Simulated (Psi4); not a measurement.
# AlH (SMILES [AlH]) at BHLYP/def2-TZVPPD

What is the vertical ionisation energy of AlH at BHLYP/def2-TZVPPD? 

The results are computed with Psi4 1.11.

2 further runs of the same task are left out: 2 set aside as unsound or not needed.

**1. The structure to begin with**

AlH: 2 atoms, total charge 0, spin state singlet. SMILES: `[AlH]`. Geometry: relaxed at PBE0-D4/def2-TZVP.

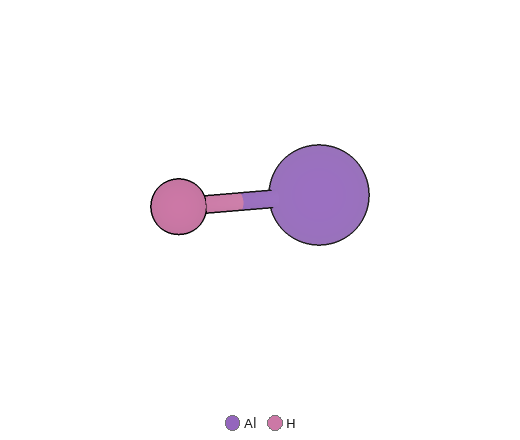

The structure, seen from a chosen angle (aluminium purple, hydrogen pink).

**2. The energy at BHLYP/def2-TZVPPD**

Input file input.inp:

```
memory 1600 MB

molecule m {
  0 1
  Al     0.000000     0.000000    -0.025640
  H      0.000000     0.000000     1.639110
  symmetry c1
}

set {
  basis def2-TZVPPD
  puream true
  e_convergence 1e-09
  d_convergence 1e-08
  scf_type pk
  dft_radial_points 99
  dft_spherical_points 590
}

e_tot, wfn = energy("bhhlyp", return_wfn=True)
oeprop(wfn, "QUADRUPOLE", "MAYER_INDICES", "LOWDIN_CHARGES", title="BHHLYP")
```

Run with:

```bash
$ psi4 -i input.inp -o input.out -n 1
```

input.out:

```text
[...]
  Running in c1 symmetry.
[...]
  Nuclear repulsion =    4.132334427817990
[...]
  Multiplicity = 1
[...]
  Nalpha       = 7
  Nbeta        = 7
[...]
    Number of basis functions: 65
[...]
   @RKS iter   1:  -242.97089548679486   -4.35190e-01   2.90344e-03 ADIIS/DIIS
[...]
   @RKS iter   8:  -242.98246482261678   -2.33911e-11   5.38354e-09 DIIS
[...]
    Orbital Energies [Eh]
    ---------------------
    Doubly Occupied:
       1A    -56.980900     2A     -4.435152     3A     -2.897675
       4A     -2.897675     5A     -2.892723     6A     -0.418934
       7A     -0.244317
[...]
  @RKS Final Energy:  -242.98246482261678
   => Energetics <=
    Nuclear Repulsion Energy =              4.1323344278179901
    One-Electron Energy =                -345.7115044842374800
    Two-Electron Energy =                 108.3417001771604475
    DFT Exchange-Correlation Energy =      -9.7449949433576926
    Empirical Dispersion Energy =           0.0000000000000000
    VV10 Nonlocal Energy =                  0.0000000000000000
    Total Energy =                       -242.9824648226167483
[...]
 Multipole Moments:
 ------------------------------------------------------------------------------------
     Multipole            Electronic (a.u.)      Nuclear  (a.u.)        Total (a.u.)
 ------------------------------------------------------------------------------------
 L = 1.  Multiply by 2.5417464519 to convert [e a0] to [Debye]
 Dipole X            :          0.0000000            0.0000000            0.0000000
 Dipole Y            :         -0.0000000            0.0000000           -0.0000000
 Dipole Z            :         -1.6371595            1.5600499           -0.0771096
 Magnitude           :                                                    0.0771096
 L = 2.  Multiply by 1.3450342976 to convert [e a0^2] to [Debye ang]
 Quadrupole XX       :         -9.1876085            0.0000000           -9.1876085
 Quadrupole XY       :          0.0000000            0.0000000            0.0000000
[...]
```

Wall time 2.5 s (1 thread of Intel Xeon 6975P-C (Granite Rapids), shared host); peak memory 0.45 GiB.

**3. The doublet cation at the same level**

Input file run.py:

```python
import psi4

psi4.set_memory('1600 MB')
psi4.set_num_threads(1)
psi4.set_output_file('alh.out', False)

mol = psi4.geometry("""
1 2
Al
H 1 1.66475
symmetry c1
""")

options = {'basis': 'def2-TZVPPD', 'reference': 'uks', 'puream': True, 'e_convergence': 1e-09, 'd_convergence': 1e-08, 'scf_type': 'pk', 'dft_radial_points': 99, 'dft_spherical_points': 590, 'maxiter': 100}
psi4.set_options(options)

energy_value, wavefunction = psi4.energy('bhhlyp', return_wfn=True)
psi4.oeprop(wavefunction, 'WIBERG_LOWDIN_INDICES', 'QUADRUPOLE', 'DIPOLE')
print(f'total energy {energy_value:.8f} hartree = {energy_value * 27.211386:.5f} eV')
```

Run with:

```bash
$ python run.py
```

alh.out:

```text
[...]
  Running in c1 symmetry.
[...]
  Nuclear repulsion =    4.132334427817991
[...]
  Multiplicity = 2
[...]
  Nalpha       = 7
  Nbeta        = 6
[...]
    Number of basis functions: 65
[...]
   @UKS iter   1:  -242.66094515711413   -1.25240e-01   2.64354e-03 ADIIS/DIIS
[...]
   @UKS iter  10:  -242.68491223270280   -2.80238e-11   8.19886e-09 DIIS
[...]
   @S^2 Observed:                7.664718729E-01
[...]
    Orbital Energies [Eh]
    ---------------------
    Alpha Occupied:
       1A    -57.311530     2A     -4.761591     3A     -3.222546
       4A     -3.222546     5A     -3.221502     6A     -0.722367
       7A     -0.553309
    Alpha Virtual:
       8A     -0.277647     9A     -0.277647    10A     -0.156691
      11A     -0.120337    12A     -0.088954    13A     -0.088954
      14A     -0.077969    15A     -0.077968    16A     -0.047977
      17A     -0.004898    18A      0.030030    19A      0.030030
      20A      0.050933    21A      0.050933    22A      0.073377
      23A      0.073377    24A      0.081414    25A      0.117260
[...]
  @UKS Final Energy:  -242.68491223270280
   => Energetics <=
    Nuclear Repulsion Energy =              4.1323344278179910
    One-Electron Energy =                -341.3542960371273693
    Two-Electron Energy =                 104.1510689738625075
    DFT Exchange-Correlation Energy =      -9.6140195972559201
    Empirical Dispersion Energy =           0.0000000000000000
    VV10 Nonlocal Energy =                  0.0000000000000000
    Total Energy =                       -242.6849122327028283
[...]
 Multipole Moments:
 ------------------------------------------------------------------------------------
     Multipole            Electronic (a.u.)      Nuclear  (a.u.)        Total (a.u.)
 ------------------------------------------------------------------------------------
 L = 1.  Multiply by 2.5417464519 to convert [e a0] to [Debye]
 Dipole X            :         -0.0000000            0.0000000           -0.0000000
 Dipole Y            :         -0.0000000            0.0000000           -0.0000000
 Dipole Z            :         -1.6970683            1.5600499           -0.1370185
 Magnitude           :                                                    0.1370185
 L = 2.  Multiply by 1.3450342976 to convert [e a0^2] to [Debye ang]
 Quadrupole XX       :         -5.9380993            0.0000000           -5.9380993
 Quadrupole XY       :          0.0000000            0.0000000            0.0000000
[...]
```

Standard output:

```text
total energy -242.68491223 hartree = -6603.79282 eV
```

Run time: 3.9 s. Hardware: 1 thread of Intel Xeon 6975P-C (Granite Rapids), shared host; peak memory 0.44 GiB.

**4. Outcome**

Level: BHLYP/def2-TZVPPD.

| quantity | value |
| --- | --- |
| singlet AlH: total energy | -242.98246 Eh |
| singlet AlH: dipole moment | 0.20 D |
| singlet AlH: HOMO energy | -6.65 eV |
| singlet AlH: LUMO energy | -0.99 eV |
| singlet AlH: HOMO–LUMO gap | 5.66 eV |
| doublet cation: total energy | -242.68491 Eh |
| doublet cation: HOMO energy (highest over α and β) | -15.06 eV |
| doublet cation: LUMO energy (lowest over α and β) | -9.61 eV |
| doublet cation: ⟨S²⟩ | 0.766 |
| vertical ionisation energy (to the doublet cation) | 8.097 eV |

What this shows: Removing an electron at fixed nuclei costs 8.10 eV (187 kcal/mol). The negative HOMO energy of the first species, 6.65 eV, lies 1.45 eV below that difference.
